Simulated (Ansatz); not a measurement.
## SiH$_{4}$SO$_{3}$: frequency calculation

SiH$_{4}$SO$_{3}$, computed with RKS r2SCAN/def2-SVP (Ansatz 0.2.0).

It belongs to a series of runs on one base structure; here: vibrations at the highest image of the band.

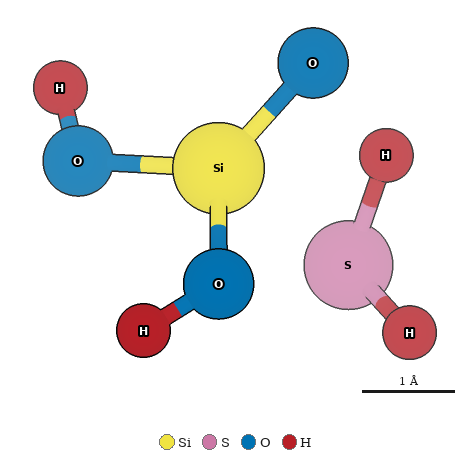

Fig. 1: The structure as given in the input (ball-and-stick view, seen at a tilt). Bond lengths as drawn: H–O 0.97 Å, H–S 1.35 to 1.40 Å and O–Si 1.55 to 1.65 Å.

## Key numbers

```csv
quantity,value
outcome,converged
total energy,−24906.8449 eV
mean-field energy,−24906.8449 eV
largest force (length of the vector),0.001 eV/Å
hardware,"2 threads of Intel Xeon (Sapphire Rapids), 16 GiB of memory available, shared host"
wall time,56 s (CPU time 1.8 min)
peak memory,0.17 GiB
```

## The input
```yaml
crystal:
  periodic: [false, false, false]
  atoms:
    - { symbol: Si, position_ang: [-0.466491, -0.424766, -0.078029] }
    - { symbol: S, position_ang: [1.538194, 0.946405, 0.863263] }
    - { symbol: O, position_ang: [-0.07184, -1.536704, 0.922367] }
    - { symbol: H, position_ang: [1.282524, -0.335594, 1.359914] }
    - { symbol: O, position_ang: [-1.768527, 0.577551, 0.046909] }
    - { symbol: O, position_ang: [-0.055817, -0.422043, -1.666931] }
    - { symbol: H, position_ang: [2.322824, 0.460825, -0.125525] }
    - { symbol: H, position_ang: [-2.22343, 0.543835, 0.898461] }
    - { symbol: H, position_ang: [-0.557539, 0.190492, -2.220431] }
basis:
  gaussian: { orbitals: def2-SVP }
hamiltonian:
  xc: r2scan
phonons: {}
```

Launch command:
```bash
ansatz run input.yaml --threads 2 --pin off --max-ram 3072MiB --backend cpu --events-out ev --progress --plain --runs-dir out
```

## What the program printed
```
Engine: ansatz 0.2.0, x86_64-unknown-linux-gnu
Functional definition: r2SCAN
  parameter k0 = 0.174
  parameter k1 = 0.065
  parameter a1 = 4.9479
  exchange = r2scan_x(k0 = k0, k1 = k1, a1 = a1)
  correlation = r2scan_c
1062 factors; their error is unknown
mean field evaluation 1: about -24893.0004 eV, gradient 8.8e1 eV
mean field evaluation 2: about -24753.1707 eV, gradient 2.2e2 eV
mean field evaluation 4: about -24906.3117 eV, gradient 1.8e1 eV
mean field evaluation 8: about -24906.9064 eV, gradient 3.1e-1 eV
mean field evaluation 16: about -24906.8449 eV, gradient 1.2e-3 eV
mean field -24906.84489195 eV, -915.3096673133 hartree, gradient 3.4e-5 eV, S^2 0.000000; 0 other end points of the search recorded, 0 dependent functions left out
the calculation of the forces begins
reference -24906.84490047 eV, -915.3096676263 hartree; 29, 29 occupied and 69, 69 virtual orbitals, 1062 factors
these checks for a lower state are left out or cut short: stability, starts, cluster_reference, orbital_swaps, neighbouring_geometries, increment
1062 factors; their error is unknown
mean field -24906.84479133 eV, -915.3096636156 hartree, gradient 1.7e-6 eV, S^2 0.000000; 0 other end points of the search recorded, 0 dependent functions left out
[... from here on the field's lines of each further geometry are left out, up to the last ...]
the calculation of the forces begins
reference -24906.84483870 eV, -915.3096653565 hartree; 29, 29 occupied and 69, 69 virtual orbitals, 1062 factors
these checks for a lower state are left out or cut short: stability, starts, cluster_reference, orbital_swaps, neighbouring_geometries, increment
1062 factors; their error is unknown
mean field -24906.84482986 eV, -915.3096650316 hartree, gradient 1.5e-6 eV, S^2 0.000000; 0 other end points of the search recorded, 0 dependent functions left out
the calculation of the forces begins
reference -24906.84483838 eV, -915.3096653447 hartree; 29, 29 occupied and 69, 69 virtual orbitals, 1062 factors
WARN: phonons: modes at or below zero, which the zero-point energy, F, S and C_V leave out: 1, the lowest at -224.40 cm⁻¹. A minimum has none, and a first-order saddle one
Total energy: -24906.84490047 eV, -915.3096676263 hartree
Atom 0 at    -0.466491    -0.424766    -0.078029 Å, force     0.000409    -0.000075    -0.000094 eV/Å
Atom 1 at     1.538194     0.946405     0.863263 Å, force     0.000396     0.000534    -0.000147 eV/Å
Atom 2 at    -0.071840    -1.536704     0.922367 Å, force    -0.000309     0.000181    -0.000111 eV/Å
Atom 3 at     1.282524    -0.335594     1.359914 Å, force    -0.000494    -0.000415    -0.000025 eV/Å
Atom 4 at    -1.768527     0.577551     0.046909 Å, force     0.000232    -0.000266    -0.000419 eV/Å
Atom 5 at    -0.055817    -0.422043    -1.666931 Å, force     0.000090    -0.000042     0.000204 eV/Å
Atom 6 at     2.322824     0.460825    -0.125525 Å, force    -0.000162     0.000032     0.000024 eV/Å
Atom 7 at    -2.223430     0.543835     0.898461 Å, force    -0.000046     0.000009     0.000485 eV/Å
Atom 8 at    -0.557539     0.190492    -2.220431 Å, force    -0.000117     0.000040     0.000082 eV/Å
Dipole moment:    -0.029890     0.631802    -0.194146 e Å
Vibrations: -224.40 119.57 144.25 232.41 273.00 308.94 330.17 389.21 411.72 433.99 471.95 788.77 827.35 846.60 976.00 1171.24 1237.46 2202.24 2702.02 3862.12 3867.65 cm⁻¹, zero-point energy 1.338824 eV
```

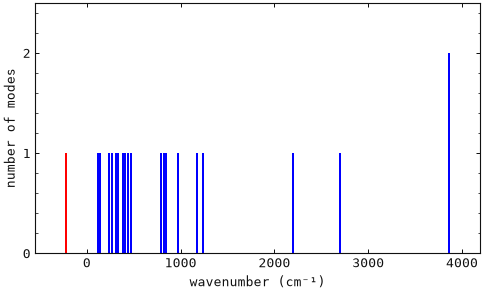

Fig. 2: Harmonic vibrational wavenumbers from the force constants; neighbouring modes closer than 19 cm⁻¹ are counted in one stick, and imaginary ones are drawn at negative wavenumbers. 21 modes from 224i to 3868 cm⁻¹, 1 imaginary beyond 8i (224i cm⁻¹): a first-order saddle point, if the geometry is stationary.
